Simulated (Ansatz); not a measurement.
## Electronic structure of CH₃BFGa in real space

| atom | x (Å) | y (Å) | z (Å) |
| --- | --- | --- | --- |
| C | -0.7322 | -1.1699 | -0.5163 |
| B | 0.3274 | -1.8251 | 0.0772 |
| F | 1.3357 | -2.3190 | 0.6982 |
| Ga | -0.7569 | 0.6070 | 0.2319 |
| H | -1.4685 | -1.4756 | -1.2566 |
| H | -1.8544 | 1.6193 | -0.2377 |
| H | 0.3404 | 0.9726 | 1.2972 |

Geometry: PBE0-D3(BJ)/def2-SVP.

Computed with Ansatz, isolated molecule in a Gaussian basis; Kohn-Sham density functional theory, functional PBE0.

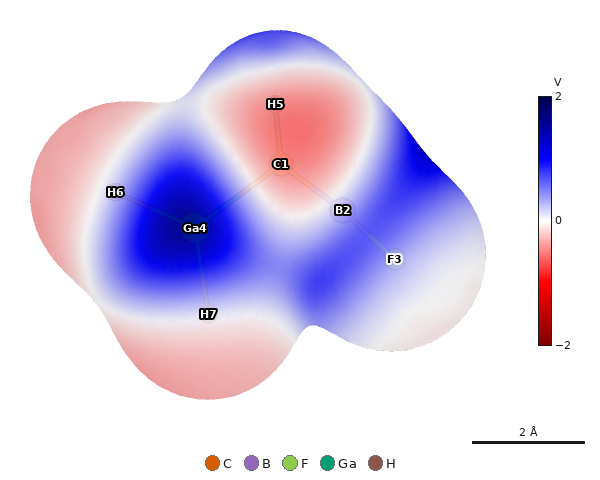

Figure 1. The molecular electrostatic potential painted on the density surface at 0.001 e/bohr³, seen across its widest extent; the colour scale runs from red (negative) to blue (positive).

> Which sites attract a positive test charge, and which a negative one?

A positive charge is drawn to the negative regions and a negative charge to the positive ones. The most negative region (about −0.5 V, or −12 kcal/mol for a unit charge) lies over the π face of C1, the most positive (about +1.5 V, or +35 kcal/mol for a unit charge) over Ga4.

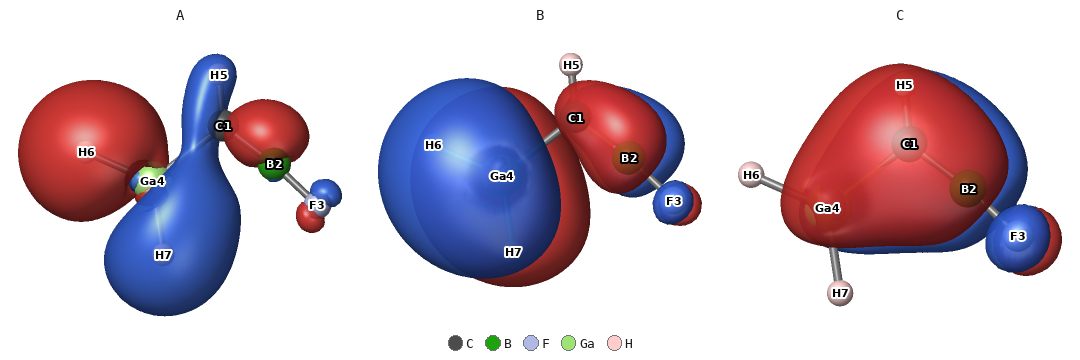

Figure 2. Three frontier orbitals at ±0.06 Å⁻³ᐟ² (blue and red are the two phases), in no order.

> Which picture is the HOMO−1, the HOMO and the LUMO?

A is the HOMO−1 (−8.47 eV). Its weight (Hirshfeld) is mainly on Ga4 (about 35 %), H6 (about 35 %) and H7 (about 20 %); it is symmetric in the molecular plane (an in-plane orbital: σ, lone-pair or in-plane π type). C is the HOMO (−7.11 eV). It lies mainly on C1 (about 50 %), B2 (about 25 %) and Ga4 (about 15 %); it changes sign across the molecular plane (π type); π-bonding across C1–B2. B is the LUMO (−1.12 eV). Its weight (Hirshfeld) is mainly on Ga4 (about 70 %), B2 (about 10 %) and C1 (about 5 %); it changes sign across the molecular plane (π type).

> What is the HOMO–LUMO gap?

5.99 eV between the orbital energies.

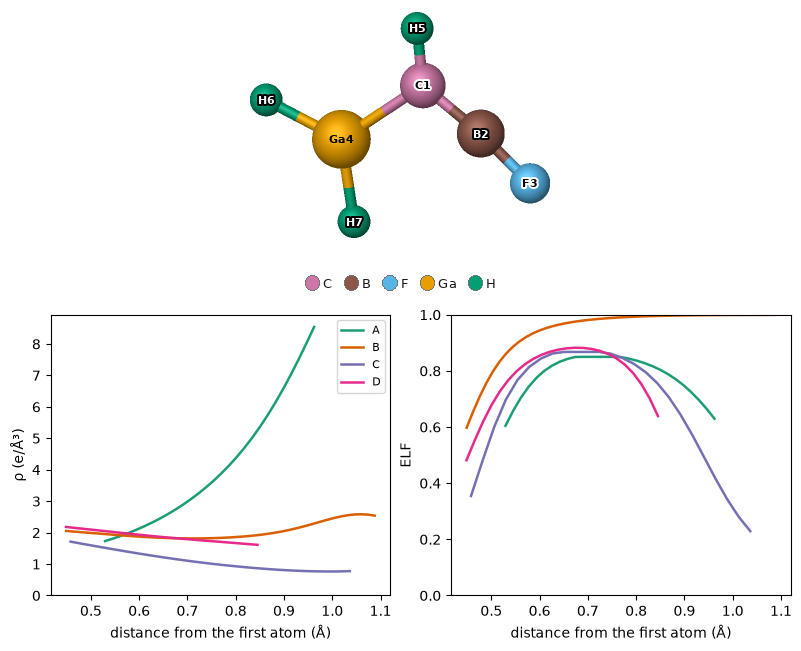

Figure 3. Total electron density and ELF along straight lines between neighbouring atoms. The curves leave out the atomic cores. The structure is drawn too.

> Which curve belongs to which contact (B–F, C–B, C–Ga and C–H)? The first atom named is at distance zero.

Curve A: B–F (1.28 Å): ρ is about 2.4 e/Å³ halfway; the ELF peaks at about 0.85 between the atoms: a polar covalent bond. Curve B: C–H (1.09 Å): the density is about 1.9 e/Å³ at the midpoint; the ELF climbs to about 1 towards the hydrogen, as it does in any bond to H; an ordinary covalent bond to hydrogen. Curve C: C–Ga (1.93 Å): ρ is about 0.77 e/Å³ halfway; the ELF peaks at about 0.85 in the valence shell of C, 0.7 Å from its nucleus, and is about 0.40 at the midpoint. Curve D: C–B (1.38 Å): ρ at the midpoint is about 1.8 e/Å³; the ELF peaks at about 0.90 between the atoms: a covalent bond.

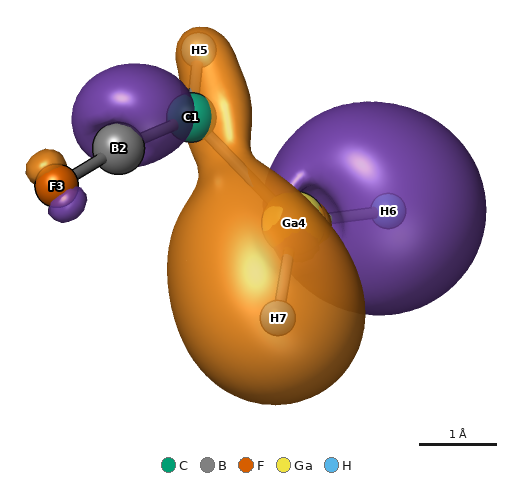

Figure 4. The HOMO−1 at ±0.08 Å⁻³ᐟ² (orange and purple are the two phases), seen at an oblique angle.

> Describe this orbital and give its energy.

Its weight (Hirshfeld) is mainly on Ga4 (about 35 %), H6 (about 35 %) and H7 (about 20 %); it is symmetric in the molecular plane (an in-plane orbital: σ, lone-pair or in-plane π type). Its energy is −8.47 eV.
